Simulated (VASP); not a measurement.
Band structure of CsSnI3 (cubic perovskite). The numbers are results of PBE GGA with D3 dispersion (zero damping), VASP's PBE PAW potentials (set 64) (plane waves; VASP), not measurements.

Unless said otherwise, spin-orbit coupling is left out, though it shifts the bands of the heavy elements here.

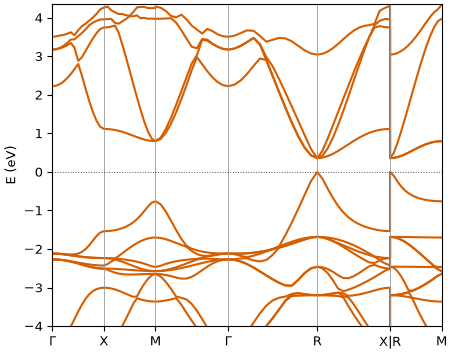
Figure. Bands along high-symmetry lines, zero at the valence-band maximum or, without a gap, the Fermi level

Task: Read the plot: is there a gap, and where are the band edges?

Result: The gap is direct, 0.36 eV, from the valence maximum at R to the conduction minimum at R. (Edges off the drawn lines would not show.)

The compound is CsSnI3 in the cubic perovskite structure, the ideal cubic form; the compound distorts at low or room temperature. It was relaxed first.
